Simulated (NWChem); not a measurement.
# SiHCl3 (trichlorosilane) at 5 levels

Wanted: a comparison of 5 runs (HF/3-21G, B3LYP/6-31G*, M06-2X/def2-SVPD, PBE0/def2-SVPD, CCSD(T)/def2-SVPD) of SiHCl3 (trichlorosilane). 

The results are computed with NWChem 7.3.0.

### 1 The system as given

SiHCl3: 5 atoms, total charge 0, spin state singlet. As SMILES, `Cl[SiH](Cl)Cl`. Geometry: relaxed at PBE0-D4/def2-TZVP.

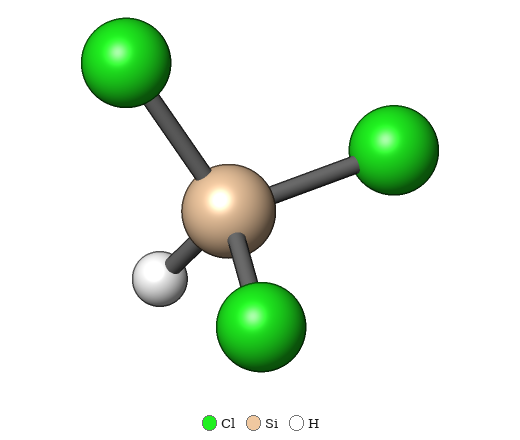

Viewed from a chosen angle; chlorine green, silicon light orange, hydrogen white.

### 2 Energy and gradient at HF/3-21G (run 1)

The input, cl3hsi.nw:

```
start cl3hsi
memory total 2200 mb

geometry units angstrom noautosym nocenter noautoz
 Cl     1.690930    -0.571430     0.891880
 Si    -0.081300    -0.012690     0.075440
 Cl     0.017700     1.933700    -0.491290
 Cl    -0.476020    -1.170520    -1.544190
 H     -1.151310    -0.179060     1.068150
end

basis "ao basis" spherical bse
 * library 3-21G
end

scf
 thresh 1e-08
 maxiter 80
end

task scf gradient
```

Launch:

```
$ nwchem cl3hsi.nw > cl3hsi.out
```

What it wrote:

```text
[...]
  functions       =    54
[...]
  wavefunction    = RHF
[...]
         Total SCF energy =  -1659.970715978801
      One-electron energy =  -2971.974759749062
      Two-electron energy =    973.013171451944
 Nuclear repulsion energy =    338.990872318318
        Time for solution =      1.3s
[...]
                         RHF ENERGY GRADIENTS
    atom               coordinates                        gradient
                 x          y          z           x          y          z
   1 Cl      3.195394  -1.079846   1.685409   -0.040723   0.013224  -0.019885
   2 Si     -0.153635  -0.023981   0.142561    0.034856   0.005432  -0.032339
   3 Cl      0.033448   3.654163  -0.928403   -0.001515  -0.045513   0.012540
   4 Cl     -0.899547  -2.211962  -2.918096    0.010059   0.027263   0.037204
   5 H      -2.175660  -0.338374   2.018511   -0.002677  -0.000406   0.002481
[...]
```

It took 2.2 s on 1 thread of Intel Xeon 6975P-C (Granite Rapids), shared host; peak memory 0.1 GiB.

### 3 Energy and gradient at B3LYP/6-31G(d) (spherical functions) (run 2)

The input, cl3hsi.nw:

```
start cl3hsi
title "Cl3HSi"
memory stack 880 mb heap 220 mb global 1100 mb

geometry noautosym nocenter noautoz
Cl       1.690930      -0.571430       0.891880
Si      -0.081300      -0.012690       0.075440
Cl       0.017700       1.933700      -0.491290
Cl      -0.476020      -1.170520      -1.544190
H       -1.151310      -0.179060       1.068150
end

basis spherical bse
* library 6-31G*
end

dft
xc b3lyp
grid xfine
convergence energy 1e-08
maxiter 100
mulliken
end

task dft gradient
```

Launch:

```
$ nwchem cl3hsi.nw > cl3hsi.out
```

What it wrote:

```text
[...]
          Wavefunction type:  closed shell.
          No. of atoms     :     5
          No. of electrons :    66
[...]
          Charge           :     0
          Spin multiplicity:     1
[...]
          AO basis - number of functions:    74
[...]
              XC Information
              --------------
                         B3LYP Method XC Potential
                     Hartree-Fock (Exact) Exchange  0.200
                        Slater Exchange Functional  0.800 local
                    Becke 1988 Exchange Functional  0.720 non-local
              Lee-Yang-Parr Correlation Functional  0.810
                  VWN I RPA Correlation Functional  0.190 local
[...]
 d= 0,ls=0.0,diis     1  -1670.7435725287 -2.01D+03  1.89D-02  5.69D-01     2.0
[...]
 d= 0,ls=0.0,diis     8  -1670.8162873404 -7.70D-10  7.09D-07  5.00D-09    12.7
         Total DFT energy =    -1670.816287340422
      One electron energy =    -2983.417665760704
           Coulomb energy =     1079.859901318639
    Exchange-Corr. energy =     -106.249395216675
 Nuclear repulsion energy =      338.990872318318
[...]
      Total Density - Mulliken Population Analysis
     ---------------------------------------------
    Atom       Charge   Shell Charges
 -----------   ------   -------------------------------------------------------
    1 Cl  17    17.17   2.00  2.00  5.97  1.41  3.65  0.54  1.59  0.02
    2 Si  14    13.47   2.00  2.00  5.96  1.03  1.79  0.10  0.27  0.32
    3 Cl  17    17.17   2.00  2.00  5.97  1.41  3.65  0.54  1.59  0.02
    4 Cl  17    17.17   2.00  2.00  5.97  1.41  3.65  0.54  1.59  0.02
    5 H    1     1.01   0.51  0.50
[...]
  wavefunction    = closed shell
                         DFT ENERGY GRADIENTS
    atom               coordinates                        gradient
                 x          y          z           x          y          z
   1 Cl      3.195394  -1.079846   1.685409   -0.008792   0.003045  -0.004847
   2 Si     -0.153635  -0.023981   0.142561    0.005681   0.000887  -0.005270
   3 Cl      0.033448   3.654163  -0.928403    0.000047  -0.010215   0.002470
   4 Cl     -0.899547  -2.211962  -2.918096    0.002659   0.006211   0.008025
   5 H      -2.175660  -0.338374   2.018511    0.000405   0.000072  -0.000378
[...]
```

It took 17 s on 1 thread of Intel Xeon 6975P-C (Granite Rapids), shared host; peak memory 0.13 GiB.

Runs 3 to 4 aren't shown in full; the table further down has their settings and results.

### 4 A single-point energy at CCSD(T)/def2-SVPD (run 5)

The input, work.xyz:

```xyz
5
Cl3HSi ccsd(t)
Cl     1.690930    -0.571430     0.891880
Si    -0.081300    -0.012690     0.075440
Cl     0.017700     1.933700    -0.491290
Cl    -0.476020    -1.170520    -1.544190
H     -1.151310    -0.179060     1.068150
```

The input, work.nw:

```
start work
title "Cl3HSi ccsd(t)"
memory stack 880 mb heap 220 mb global 1100 mb

geometry noautosym nocenter noautoz
 load format xyz work.xyz
end

basis spherical bse
 * library def2-SVPD
end

scf
 thresh 1e-08
 maxiter 80
end

ccsd
 freeze core 20
 maxiter 60
end

task ccsd(t)
```

Launch:

```
$ nwchem work.nw > work.out
```

What it wrote:

```text
[...]
  functions       =   113
[...]
  wavefunction    = RHF
[...]
         Total SCF energy =  -1667.663589542682
      One-electron energy =  -2981.544220508357
      Two-electron energy =    974.889758647357
 Nuclear repulsion energy =    338.990872318318
        Time for solution =     14.0s
[...]
 Total MP2 energy:          -1668.193355953809942
[...]
             energy      energy      error      ampl     ampl      Block
                                                time     time      time
[...]
 Total CCSD energy:          -1668.235556708431659
[...]
 Total CCSD+T(CCSD) energy:          -1668.252235908716557
[...]
 Total CCSD(T) energy:               -1668.251890023385840
[...]
```

It took 2.9 min on 1 thread of Intel Xeon 6975P-C (Granite Rapids), shared host; peak memory 0.39 GiB.

### 5 All runs side by side

| run | level | iteration cap | module | energy (Eh) | dipole moment (D) of the reference | HOMO energy (eV) | LUMO energy (eV) | wall time |
| --- | --- | --- | --- | --- | --- | --- | --- | --- |
| 1 | HF/3-21G | 80 | scf | -1659.970716 | 2.08 | -13.29 | 2.95 | 2.2 s |
| 2 | B3LYP/6-31G* (spherical functions) | 100 | dft | -1670.816287 | 1.08 | -9.11 | -0.33 | 17 s |
| 3 | M06-2X/def2-SVPD | 100 | dft | -1670.288202 | 0.95 | -10.83 | 0.34 | 23 s |
| 4 | PBE0/def2-SVPD | 100 | dft | -1669.765122 | 0.88 | -9.50 | -0.39 | 18 s |
| 5 | CCSD(T)/def2-SVPD | 80 | ccsd(t) | -1668.251890 | – | -12.78 | 2.12 | 2.9 min |

### 6 Outcome

```
                                           quantity           value
                                run 5: total energy  -1668.25189 Eh
         run 5: HOMO energy (Hartree–Fock orbitals)       -12.78 eV
         run 5: LUMO energy (Hartree–Fock orbitals)         2.12 eV
       run 5: HOMO–LUMO gap (Hartree–Fock orbitals)        14.90 eV
run 5: correlation energy (20 core orbitals frozen)      -588.3 mEh
                              run 5: (T) correction      -16.33 mEh
```

**Reading.** Over runs 1, 2, 3, 4 the dipole moment (its size) runs from 0.88 D (PBE0/def2-SVPD) to 2.08 D (HF/3-21G). The two ends differ in method and basis. Over runs 1, 2, 3, 4 the HOMO–LUMO gap runs from 8.78 eV (B3LYP/6-31G*) to 16.24 eV (HF/3-21G). Totals of different functionals can't be ranked against each other. All runs together took 3.9 min, the longest 2.9 min.
